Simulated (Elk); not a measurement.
Band structure of Pt (Fm-3m, 1 atom in the cell).

```
CELL_PARAMETERS angstrom
      0.00000     2.00312     2.00312
      2.00312     0.00000     2.00312
      2.00312     2.00312     0.00000
ATOMIC_POSITIONS crystal
  Pt 0.00000 0.00000 0.00000
```

Computed with Elk 10.2.4 with PBE, all-electron FP-LAPW, Elk's shipped species files, APW+lo basis with extra local orbitals.

Settings: xctype = 20; rgkmax = 8; stype = 3; swidth = 0.00183747 Ha; ngridk = 19 19 19; gmaxvr = 16 1/bohr; nxlo = 2; lorbcnd = true; rmtscf = 0.9; lmaxi = 3.

The starting cell comes from a database of computed structures (which also holds hypothetical and non-ambient phases and stackings), without a prior relaxation at this level. Its lattice was rescaled by a random factor within 2.5 % of one. Spin-orbit coupling is off. Spin polarisation is off. Values depend on the basis (sphere radii, cutoffs, local orbitals), which need not be converged.

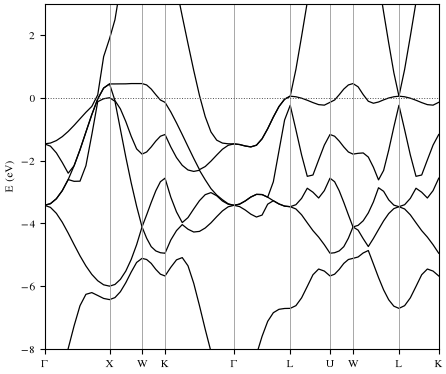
Figure: Bands along the path, energies from the Fermi level.

Levels in eV from the Fermi level, bands 12 to 18:
```
point     12     13     14     15     16     17     18
-----  -----  -----  -----  -----  -----  -----  -----
Γ      -3.42  -3.42  -3.42  -1.47  -1.47  14.73  19.33
X      -6.00   0.00   0.44   0.44   1.88   8.21  11.17
W      -4.11  -4.11  -1.79   0.45   6.68   7.97   7.97
K      -4.95  -2.56  -1.17  -0.15   5.49   6.42   9.57
L      -3.47  -3.47  -0.24   0.05   0.05   5.37  14.30
U      -4.95  -2.56  -1.17  -0.15   5.49   6.42   9.57
```

Bands cross the Fermi level along this path, so the cell is metallic at this level.
